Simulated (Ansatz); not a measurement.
# Calculations on H10CO5

**1. Relaxation**

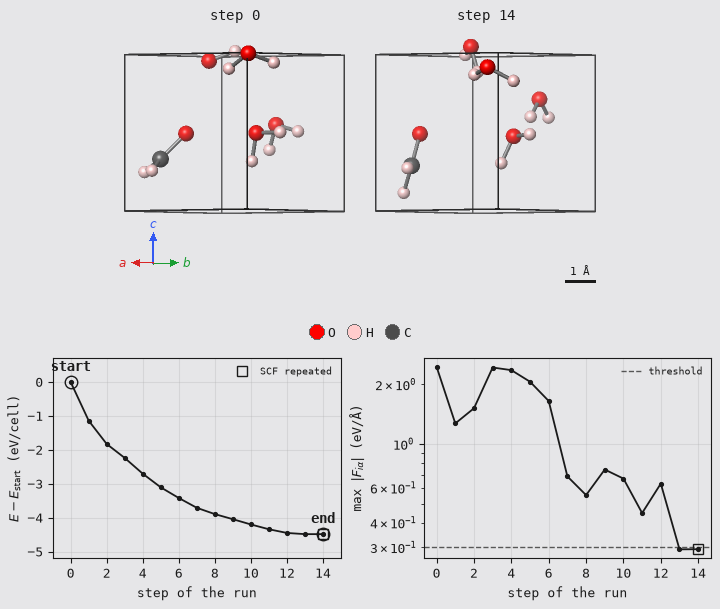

First and last geometry of a relaxation of an amorphous cell of composition H10CO5, with the history of the run. A ball-and-stick model of the cell of the calculation, seen from a free direction.

The cell holds 4 H2O + 1 H2CO. The run prepares the start of a later molecular dynamics calculation, from a guessed geometry.

The calculation used Ansatz 0.2.0, DFT PBE, scalar-relativistic, plane waves, PAW.

Input file:
```yaml
crystal:
  lattice:
    - [5.251171, 0.0, 0.0]
    - [0.0, 5.251171, 0.0]
    - [0.0, 0.0, 5.251171]
  atoms:
    - { symbol: O, position: [0.5154006, 0.3050477, 0.9635864] }
    - { symbol: H, position: [0.368601, 0.1938207, 0.9735498] }
    - { symbol: H, position: [0.4527739, 0.4672203, 1.0252209] }
    - { symbol: O, position: [0.0548003, 0.4858781, 0.5600212] }
    - { symbol: H, position: [0.0537713, 0.6649489, 0.5158233] }
    - { symbol: H, position: [0.0140641, 0.4005894, 0.4016316] }
    - { symbol: O, position: [0.55215, 0.7188223, 0.4968661] }
    - { symbol: H, position: [0.5384449, 0.9027294, 0.5002149] }
    - { symbol: H, position: [0.5431154, 0.676662, 0.3175291] }
    - { symbol: O, position: [0.9688121, 0.983718, 0.9970323] }
    - { symbol: H, position: [0.8170644, 1.0710264, 0.9389744] }
    - { symbol: H, position: [0.9694618, 0.8264722, 0.9006258] }
    - { symbol: O, position: [0.6409973, 0.2165064, 0.4980604] }
    - { symbol: C, position: [0.7606786, 0.1028534, 0.3345173] }
    - { symbol: H, position: [0.9415372, 0.1764858, 0.2567351] }
    - { symbol: H, position: [0.6950859, -0.080239, 0.2547901] }
basis:
  ecutwfc: 420.0
kpoints:
  mp_grid: { grid: [1, 1, 1] }
hamiltonian:
  xc: pbe
scf:
  occupations: { method: fermi_dirac, width: 0.02 }
  lower_state_search: "off"
relax:
  f_tol: 0.3
  max_steps: 15
  adjacent_minimum: "off"
output:
  write_density: true
  write_potential: true
  elf: true
  volumetric_format: npy
```

Command:
```bash
ansatz run input.yaml --threads 1 --pin off --max-ram 3072MiB --backend cpu --events-out ev --progress --plain --runs-dir out
```

### What do the curves and the structures tell?

It converged. The largest moves, 1.57 Å, are those of H6 and H11. H6 goes along [−3 1 3]. By element the largest moves are H 1.57 Å, O 1.19 Å, C 0.23 Å. The lattice vectors keep their values. Some distances before and after: O4–H5 0.969 → 0.998 Å, O10–H11 0.969 → 0.990 Å, C14–H16 1.104 → 1.121 Å, O10–H12 0.969 → 0.978 Å. Among the angles between lasting bonds that change: H8–O7–H9 104.0° → 108.9°, H11–O10–H12 104.0° → 107.1°. Over 13 accepted moves (14 points after the start) the energy falls by 4.481 eV per cell of the calculation. Largest force component: 2.5 eV/Å at the start, 0.29 eV/Å at the end. 1 step only repeated the SCF at the same geometry.

Limits of the set-up: the periodic images lie only 5.3 Å apart, so the values are limited by the cell's size.

**2. Dynamics**

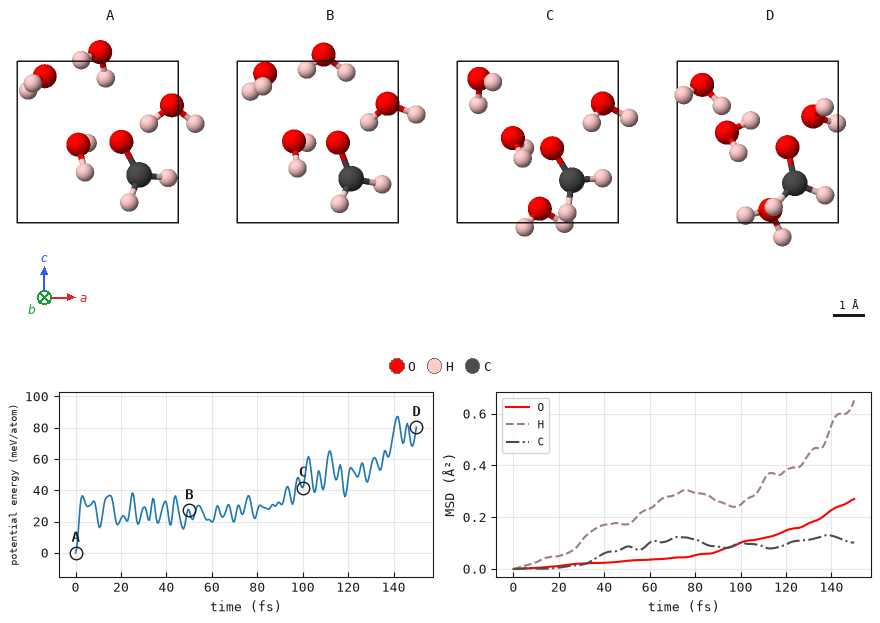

Molecular dynamics of a periodic cell with 4 H2O + 1 H2CO at 1.171 g/cm³, 150 fs long. Frames (A at 0 fs, B at 50 fs, C at 100 fs, D at 150 fs) and the history of the run. Style: ball-and-stick. Shown: the simulation cell, along the b axis. Atoms that leave the cell re-enter on the other side.

Method: DFT PBE, scalar-relativistic, plane waves, PAW (Ansatz 0.2.0). Settings: plane-wave cutoff 420 eV; k-point mesh 1 × 1 × 1; Fermi-Dirac smearing 0.02 eV; Langevin thermostat (NVT); set temperature 500 K; time step 0.5 fs; friction 0.02 per fs.

Q: Describe the run.

A: In the second half of the run the atoms are, in the root-mean-square, this far from where they began (common drift taken out): H 0.61 Å, O 0.37 Å, C 0.32 Å. The heavy atoms stay within a fraction of a molecule's size of their starting places, while the hydrogen atoms travel further, as molecules turn; so short a run doesn't tell a liquid from a solid. Over the second half the temperature averages 510 K (spread ±119 K). The potential energy is still drifting at the end, so the run hasn't reached equilibrium. The potential energy in the second half lies on average 49.7 meV per atom above the first frame.

Limits of the set-up: the periodic images lie only 5.3 Å apart, so the values are limited by the cell's size.

The run took 2.1 min on 1 thread of Intel(R) Xeon(R) Platinum 8488C (Sapphire Rapids), with other jobs on the host, peak memory 0.35 GiB.

**3. Dynamics**

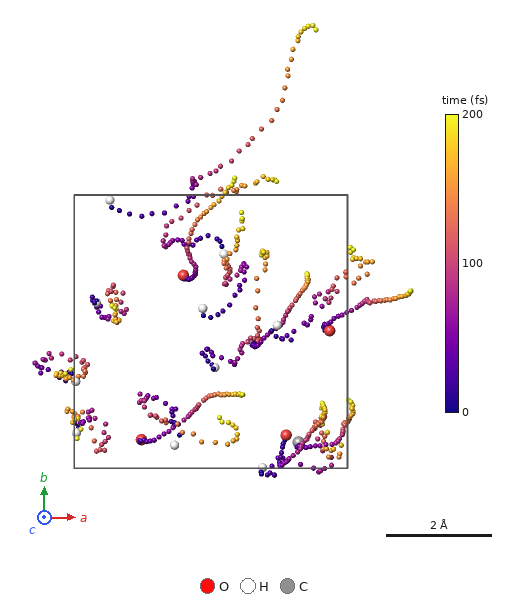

First-principles dynamics of a periodic cell with 4 H2O + 1 H2CO at 1.171 g/cm³, 200 fs long. It starts from the last geometry of an earlier run, with fresh velocities. Dots mark each atom's position at evenly spaced times, coloured by time; spheres stand at the starting positions. Seen along the c axis in the simulation cell.

Computed with DFT PBE, scalar-relativistic, plane waves, PAW (Ansatz 0.2.0). Run with plane-wave cutoff 420 eV; k-point mesh 1 × 1 × 1; Fermi-Dirac smearing 0.02 eV; Langevin thermostat and barostat (NPT); set temperature 500 K; time step 0.5 fs; friction 0.01 per fs; target pressure 0 GPa.

Input file:
```yaml
crystal:
  lattice:
    - [5.251171, 0.0, 0.0]
    - [0.0, 5.251171, 0.0]
    - [0.0, 0.0, 5.251171]
  atoms:
    - { symbol: O, position: [0.66922521, 0.46529126, 1.10357986] }
    - { symbol: H, position: [0.51470009, 0.36857422, 1.06836634] }
    - { symbol: H, position: [0.74328072, 0.52308832, 0.9343278] }
    - { symbol: O, position: [-0.06529851, 0.50341715, 0.6828377] }
    - { symbol: H, position: [0.0809243, 0.6057114, 0.63979034] }
    - { symbol: H, position: [0.00555668, 0.31755397, 0.74063098] }
    - { symbol: O, position: [0.39945464, 0.70609505, 0.58310148] }
    - { symbol: H, position: [0.54825261, 0.78372807, 0.65835514] }
    - { symbol: H, position: [0.47065748, 0.58514159, 0.45674385] }
    - { symbol: O, position: [1.24591994, 1.10490111, 0.87938703] }
    - { symbol: H, position: [1.36739995, 1.0844757, 0.74848638] }
    - { symbol: H, position: [1.13069517, 0.98137798, 0.81546421] }
    - { symbol: O, position: [0.77544784, 0.12127374, 0.49256697] }
    - { symbol: C, position: [0.82081524, 0.09533274, 0.26863891] }
    - { symbol: H, position: [1.00823574, 0.13041255, 0.19415049] }
    - { symbol: H, position: [0.68930435, 0.00267715, 0.12136661] }
basis:
  ecutwfc: 420.0
kpoints:
  mp_grid: { grid: [1, 1, 1] }
hamiltonian:
  xc: pbe
scf:
  occupations: { method: fermi_dirac, width: 0.02 }
  lower_state_search: "off"
md:
  timestep: 0.5
  n_steps: 400
  ensemble: npt_langevin
  temperature: 500.0
  initial_velocities: maxwell_boltzmann
  seed: 611813
  friction: 0.01
  pressure: 0.0
  fix_cell: []
```

Command:
```bash
ansatz run input.yaml --threads 1 --pin off --max-ram 3072MiB --backend cpu --events-out ev --progress --plain --runs-dir out
```

What do the traces tell about the motion?

Answer. In the second half of the run the atoms are, in the root-mean-square, this far from where they began (common drift taken out): H 1.24 Å, O 0.65 Å, C 0.24 Å. The heavy atoms stay within a fraction of a molecule's size of their starting places, while the hydrogen atoms travel further, as molecules turn; so short a run doesn't tell a liquid from a solid.

Limits of the set-up: the periodic images lie only 5.3 Å apart, so the values are limited by the cell's size.

Cost: 5.3 min on 1 thread of Intel(R) Xeon(R) Platinum 8488C (Sapphire Rapids) (shared host), peak memory 0.41 GiB.
